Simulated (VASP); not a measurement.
Band structure of ZrS$_{2}$ (1T layered). Calculation: MS2 meta-GGA, VASP's PBE PAW potentials (set 64) (plane waves; VASP).

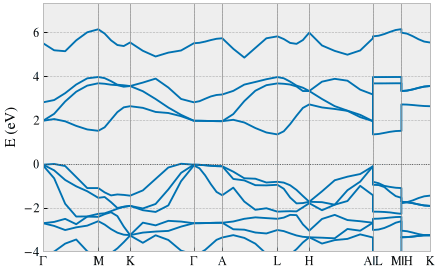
Figure: Bands along high-symmetry lines, zero at the valence-band maximum or, without a gap, the Fermi level

Question: Read the plot: is there a gap, and where are the band edges?

Answer: The gap is indirect, 1.34 eV, from the valence maximum at (0.12, 0.00, 0.00) to the conduction minimum at L.

Measured: gap 1.70 eV (computed value off by -0.36 eV), as given by Miłosz Rybak et al., Nanomaterials (2022), arXiv:2210.12074.

The compound is ZrS2 in the 1T layered structure. It was relaxed first, which changed the volume by +7 %.
